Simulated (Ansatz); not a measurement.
Start from Sr₂SnO₄ (space group I4/mmm, No. 139; a = 4.059 Å, c = 12.521 Å).

Perturbation: a hydrostatic pressure of 100 GPa.

Computed with Ansatz (a program for electronic structure), PBEsol, PAW, cutoff 420 eV, scalar-relativistic without spin-orbit coupling.

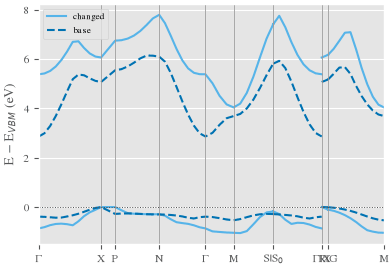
Figure. Highest valence and lowest conduction band along the path, each from its own valence-band maximum

The gap is 4.04 eV, indirect, P → M; the base has 2.86 eV.

Load acts through the strain it causes; cell and atoms are relaxed under it. Stability against distortions was not tested. Competing high-pressure phases were not computed.
